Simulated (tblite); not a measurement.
Frequency calculation, with input and output: C3H10F2OSi3

C3H10F2OSi3, computed with GFN2-xTB harmonic vibrations, gas phase (tblite 0.8.0).

It belongs to a series of runs on one base structure; here: H on C replaced by CH2OH.

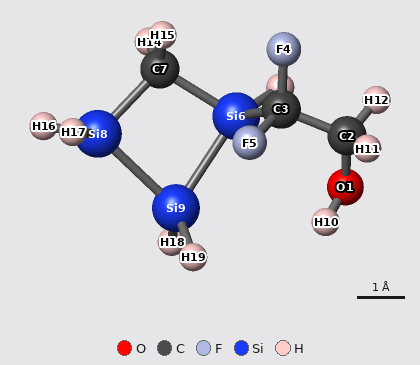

*The input geometry (ball-and-stick view, seen at a tilt; atoms are numbered from 1 in the order of the input).*

### Results in brief

- outcome: converged
- total energy: −821.3620 eV
- zero-point energy: 74.9760 kcal/mol
- hardware: 1 CPU thread, shared host
- wall time: 1.8 s
- peak memory: 0.18 GiB

### Input
```
{"job": {"kind": "ir", "xc": "GFN2-xTB", "basis": "xTB"}, "charge": 0, "multiplicity": 1}
O      2.541967    -0.774884     0.748455
C      2.636405     0.169759    -0.290071
C      1.244422     0.664968    -0.639763
F      1.245175     1.238314    -1.881363
F      0.908894     1.702657     0.213466
Si    -0.044389    -0.778526    -0.440433
C     -1.689700    -0.098942    -1.186279
Si    -2.716938     0.364994     0.384847
Si    -1.025577    -0.631638     1.680794
H      2.333533    -0.313337     1.568526
H      3.307467     0.997598    -0.031564
H      3.037673    -0.356351    -1.158148
H      0.563068    -1.858202    -1.227283
H     -2.195620    -0.863543    -1.773734
H     -1.545853     0.740968    -1.863447
H     -4.058849    -0.234294     0.344426
H     -2.926363     1.811723     0.495541
H     -1.309721    -1.915423     2.336570
H     -0.315399     0.143411     2.712000
```

The first line tells a small driver script what to run in tblite; the rest is the geometry in Å.

Command:
```bash
OMP_NUM_THREADS=1 python <driver script> task.json out
```

### The program's output
```
mode    cm-1     km/mol
  1      36.8      0.03
  2      38.4      0.32
  3      68.8      5.29
  4      92.8      4.18
  5     118.2      2.35
  6     155.2      8.70
  7     211.0      1.09
  8     286.7      6.22
  9     303.3     37.53
 10     321.7     23.18
 11     339.2     40.98
 12     387.4     33.47
 13     394.1      6.34
 14     411.1     20.20
 15     423.7    264.10
 16     432.0     56.16
 17     442.8     12.69
 18     470.9    102.02
 19     494.3      8.62
 20     521.0     38.75
 21     574.9    129.29
 22     600.1     64.41
 23     620.5     69.47
 24     632.5    113.20
 25     680.2    262.48
 26     701.2     47.94
 27     728.6    302.61
 28     797.9    236.05
 29     819.2    144.44
 30     865.6     56.03
 31     962.9      2.67
 32    1001.6     44.92
 33    1078.3    120.79
 34    1085.3     36.95
 35    1109.6     61.82
 36    1123.0      8.64
 37    1164.4     12.63
 38    1291.1     41.36
 39    1328.8     16.83
 40    1457.6      3.68
 41    1468.3      3.80
 42    2147.8    180.27
 43    2177.8    130.45
 44    2184.8    571.29
 45    2209.3    350.90
 46    2223.8    355.96
 47    2923.2     53.37
 48    2989.5     28.11
 49    3004.5     12.66
 50    3004.7      2.37
 51    3539.4     11.66
```

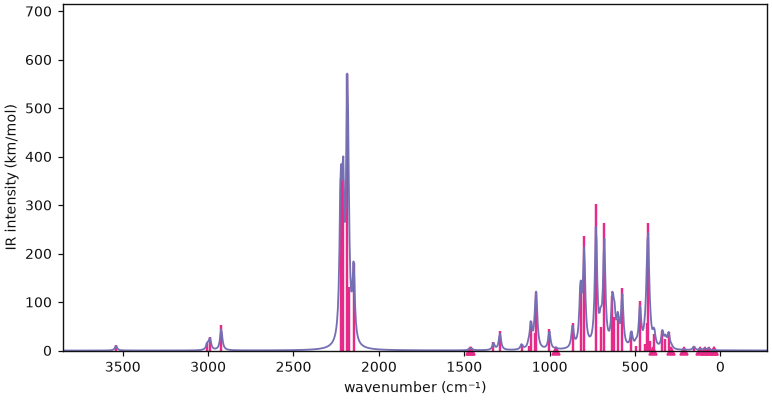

*Harmonic infrared spectrum, unscaled: sticks (degenerate modes added up, dark ones marked on the axis) with a Lorentzian envelope of 16 cm⁻¹ full width, scaled to the tallest stick.*

51 modes from 37 to 3539 cm⁻¹, none imaginary. The strongest line is at 2185 cm⁻¹ (571 km/mol).
